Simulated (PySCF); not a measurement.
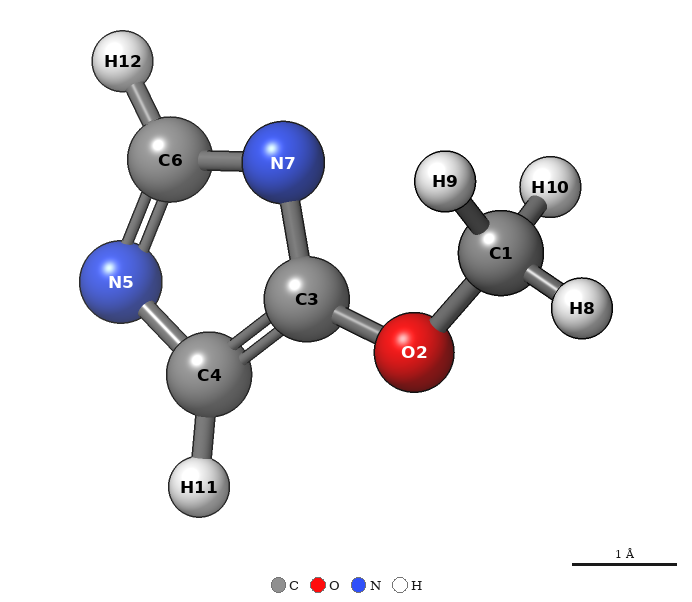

Charge −1, singlet. The computed structure is the end point of a PBE0-D3(BJ)/def2-SVP optimisation. No frequency run is at hand to confirm it as a minimum.

List the bonds and their lengths.

| bond | length (Å) | order |
| --- | --- | --- |
| C1–O2 | 1.388 | single |
| C1–H8 | 1.104 | single |
| C1–H9 | 1.107 | single |
| C1–H10 | 1.108 | single |
| O2–C3 | 1.377 | single |
| C3–C4 | 1.392 | aromatic |
| C3–N7 | 1.343 | aromatic |
| C4–N5 | 1.369 | aromatic |
| C4–H11 | 1.093 | single |
| N5–C6 | 1.335 | aromatic |
| C6–N7 | 1.354 | aromatic |
| C6–H12 | 1.097 | single |
